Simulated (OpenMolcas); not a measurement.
# doublet [NH4]2+: a chain of runs

Aim: a series of 8 runs (ROHF/def2-TZVPP, CASSCF(7,8)/def2-TZVPP, CASPT2(7,8)/def2-TZVPP, CASPT2[IPEA 0](7,8)/def2-TZVPP, SC-NEVPT2(7,8)/def2-TZVPP, PC-NEVPT2(7,8)/def2-TZVPP, MC-PDFT[tPBE](7,8)/def2-TZVPP, MC-PDFT[ftPBE](7,8)/def2-TZVPP) of doublet [NH4]2+. 

The results are computed with OpenMolcas 26.06.

### Step 1. The molecule

The species is [NH4]2+ (5 atoms), meant as a doublet with charge +2. As SMILES of the parent species, `[NH4+]`. The coordinates come from a PBE0-D4/def2-TZVP relaxation. That shape belongs to the parent species and isn't relaxed for this state.

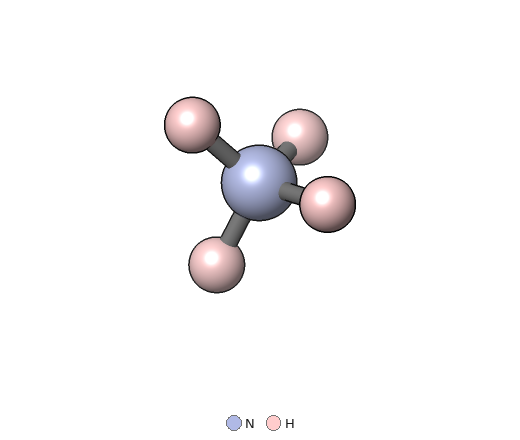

Viewed from a chosen angle; nitrogen light blue, hydrogen pink.

### Step 2. The energy at ROHF/def2-TZVPP (run 1)

File step1.input:

```
* H4N Hartree-Fock
>>> EXPORT MOLCAS_PRINT=2

&gateway
 baslib=$CurrDir
 coord
 5
 angstrom
 N        0.000010       0.000010       0.000000
 H        0.453330      -0.447860       0.801010
 H       -0.972430       0.216180       0.235210
 H        0.023940      -0.633460      -0.803650
 H        0.495160       0.865130      -0.232580
 basis=def2-TZVPP
 group=NoSym

&seward

&scf
 uhf
 charge=2
 spin=2
 prorbitals=1 1

&rasscf
 fileorb=$Project.UnaOrb
 spin=2
 nactel=1 0 0
 inactive=4
 ras2=1
 outorbitals=Canonical
 orblisting=Nothing
```

The basis set def2-TZVPP is read from a file made from the Basis Set Exchange's data (not shown).

Launch:

```bash
$ export MOLCAS_MEM=1860
$ pymolcas step1.input > step1.log
```

The program printed:

```text
--- Start Module: gateway ---
[...]
--- Stop Module: gateway /rc=_RC_ALL_IS_WELL_ ---
[...]
      Basis functions           87
[...]
--- Start Module: scf ---
[...]
       Convergence after  29 Iterations
[...]
::    Total SCF energy                                -55.6316542178
[...]
      Total spin, S                                     0.5044750045
[...]
--- Stop Module: scf /rc=_RC_ALL_IS_WELL_ ---
[...]
--- Start Module: rasscf ---
[...]
      Number of active orbitals                  1
[...]
      Spin quantum number                      0.5
[...]
      Active orbitals                            1
[...]
      Number of CSFs                             1
[...]
      Number of root(s) required                 1
[...]
      Convergence after  6 iterations
[...]
      printout of CI-coefficients larger than  0.05 for root  1
      energy=     -55.626013
      conf/sym  1     Coeff  Weight
             1  u   1.00000 1.00000
      Natural orbitals and occupation numbers for root  1
      sym 1:   1.000000
      ************************************************************************************************************************
      *                                                    Final results                                                     *
[...]
::    RASSCF root number  1 Total energy:    -55.62601278
[...]
      Total electronic charge=    9.000000
      Total            charge=    2.000000
[...]
      Dipole Moment (debye):
      Origin of the operator (angstrom)=    0.0000    0.0000   -0.0000
                   X=  2.1824E-01               Y= -4.9366E-01               Z=  1.6688E-04           Total=  5.3975E-01
      Center of Charge (angstrom)
[...]
--- Stop Module: rasscf /rc=_RC_ALL_IS_WELL_ ---
[...]
```

It took 11 s on 1 thread of Intel Xeon 6975P-C (Granite Rapids), shared host; peak memory 0.48 GiB.

### Step 3. The energy at CASSCF(7,8)/def2-TZVPP (run 2)

File step2.inp:

```
&GATEWAY
BasLib = $CurrDir
Coord
5
angstrom
N        0.000010       0.000010       0.000000
H        0.453330      -0.447860       0.801010
H       -0.972430       0.216180       0.235210
H        0.023940      -0.633460      -0.803650
H        0.495160       0.865130      -0.232580
Basis = def2-TZVPP
Group = NoSym
&SEWARD
&RASSCF
FileOrb = $CurrDir/step1.RasOrb
Spin = 2
Nactel = 7 0 0
Inactive = 1
Ras2 = 8
OrbListing = Nothing
```

The basis set def2-TZVPP is read from a file made from the Basis Set Exchange's data (not shown).

Launch:

```bash
$ export MOLCAS_MEM=1860
$ pymolcas step2.inp > step2.log
```

The program printed:

```text
--- Start Module: gateway ---
[...]
--- Stop Module: gateway /rc=_RC_ALL_IS_WELL_ ---
--- Start Module: seward ---
[...]
      Basis functions           87
--- Stop Module: seward /rc=_RC_ALL_IS_WELL_ ---
[...]
--- Start Module: rasscf ---
[...]
      Number of active orbitals                  8
[...]
      Spin quantum number                      0.5
[...]
      Active orbitals                            8
[...]
      Number of CSFs                          2352
[...]
      Number of root(s) required                 1
[...]
 ###    WARNING: Large orbital rotation.                                     ###
 ###############################################################################
      Molecular orbital   6 of symmetry 1 MO space 2  weight is    0.335758
[...]
      Convergence after 26 iterations
[...]
      printout of CI-coefficients larger than  0.05 for root  1
      energy=     -55.711231
      conf/sym  11111111     Coeff  Weight
             1  222u0000  -0.98477 0.96978
      Natural orbitals and occupation numbers for root  1
      sym 1:   1.984873   1.980331   1.980333   0.997010   0.013903   0.007298   0.018126   0.018126
      ************************************************************************************************************************
      *                                                    Final results                                                     *
[...]
::    RASSCF root number  1 Total energy:    -55.71123089
[...]
      Total electronic charge=    9.000000
      Total            charge=    2.000000
[...]
      Dipole Moment (debye):
      Origin of the operator (angstrom)=    0.0000    0.0000   -0.0000
                   X=  3.0461E-01               Y= -3.0160E-01               Z=  5.3826E-01           Total=  6.8810E-01
      Center of Charge (angstrom)
[...]
--- Stop Module: rasscf /rc=_RC_ALL_IS_WELL_ ---
[...]
```

Run time: 9.9 s. Hardware: 1 thread of Intel Xeon 6975P-C (Granite Rapids), shared host; peak memory 0.48 GiB.

Runs 3 to 7 aren't shown in full; the table further down has their settings and results.

### Step 4. The energy at MC-PDFT[ftPBE](7,8)/def2-TZVPP (run 8)

File step8.input:

```
>>> EXPORT MOLCAS_PRINT=2

&GATEWAY
 BasLib=$CurrDir
 Coord
 5
 angstrom
 N        0.000010       0.000010       0.000000
 H        0.453330      -0.447860       0.801010
 H       -0.972430       0.216180       0.235210
 H        0.023940      -0.633460      -0.803650
 H        0.495160       0.865130      -0.232580
 Basis=def2-TZVPP
 Group=NoSym

&SEWARD

&RASSCF
 FileOrb=$CurrDir/step2.RasOrb
 Spin=2
 Nactel=7 0 0
 Inactive=1
 Ras2=8
 OrbListing=Nothing

&MCPDFT
 KSDFT=FT:PBE
```

The basis set def2-TZVPP is read from a file made from the Basis Set Exchange's data (not shown).

Launch:

```bash
$ export MOLCAS_MEM=1860
$ pymolcas step8.input > step8.log
```

The program printed:

```text
--- Start Module: gateway ---
[...]
--- Stop Module: gateway /rc=_RC_ALL_IS_WELL_ ---
[...]
      Basis functions           87
[...]
--- Start Module: rasscf ---
[...]
      Number of active orbitals                  8
[...]
      Spin quantum number                      0.5
[...]
      Active orbitals                            8
[...]
      Number of CSFs                          2352
[...]
      Number of root(s) required                 1
[...]
      Convergence after  6 iterations
[...]
      printout of CI-coefficients larger than  0.05 for root  1
      energy=     -55.711231
      conf/sym  11111111     Coeff  Weight
             1  222u0000  -0.98478 0.96978
           132  220u0002  -0.05070 0.00257
           173  202u0020  -0.05068 0.00257
      Natural orbitals and occupation numbers for root  1
      sym 1:   1.984874   1.980332   1.980335   0.997009   0.013902   0.007298   0.018125   0.018125
      ************************************************************************************************************************
      *                                                    Final results                                                     *
[...]
::    RASSCF root number  1 Total energy:    -55.71123089
[...]
      Total electronic charge=    9.000000
      Total            charge=    2.000000
[...]
      Dipole Moment (debye):
      Origin of the operator (angstrom)=    0.0000    0.0000   -0.0000
                   X=  3.0462E-01               Y= -3.0165E-01               Z=  5.3820E-01           Total=  6.8807E-01
      Center of Charge (angstrom)
[...]
--- Stop Module: rasscf /rc=_RC_ALL_IS_WELL_ ---
[...]
--- Start Module: mcpdft ---
[...]
::    MCPDFT root number  1 Total energy:    -55.87510161
--- Stop Module: mcpdft /rc=_RC_ALL_IS_WELL_ ---
[...]
```

It took 6 s on 1 thread of Intel Xeon 6975P-C (Granite Rapids), shared host; peak memory 0.48 GiB.

### Step 5. Overview of the runs

```csv
run,level,active rule,inactive,energy (Eh),wall time
1,ROHF/def2-TZVPP,–,–,-55.626013,11 s
2,"CASSCF(7,8)/def2-TZVPP",full valence,1,-55.711231,9.9 s
3,"CASPT2(7,8)/def2-TZVPP",full valence,1,-55.820996,6 s
4,"CASPT2[IPEA 0](7,8)/def2-TZVPP",full valence,1,-55.822761,6.3 s
5,"SC-NEVPT2(7,8)/def2-TZVPP",full valence,1,-55.811390,6.6 s
6,"PC-NEVPT2(7,8)/def2-TZVPP",full valence,1,-55.813021,6.3 s
7,"MC-PDFT[tPBE](7,8)/def2-TZVPP",full valence,1,-55.853328,6 s
8,"MC-PDFT[ftPBE](7,8)/def2-TZVPP",full valence,1,-55.875102,6 s
```

### Step 6. Results

| quantity | value |
| --- | --- |
| run 8, MC-PDFT[ftPBE](7,8)/def2-TZVPP: total energy | -55.87510 Eh |

In words: Below the ROHF energy at the same shape and in the same basis (def2-TZVPP): CASSCF(7,8) -85.2 mEh; CASPT2(7,8) -195.0 mEh; CASPT2[IPEA 0](7,8) -196.7 mEh; SC-NEVPT2(7,8) -185.4 mEh; PC-NEVPT2(7,8) -187.0 mEh. Active-space methods hold only the correlation inside their space unless a perturbation or CI step follows. All runs together took 59 s, the longest 11 s.
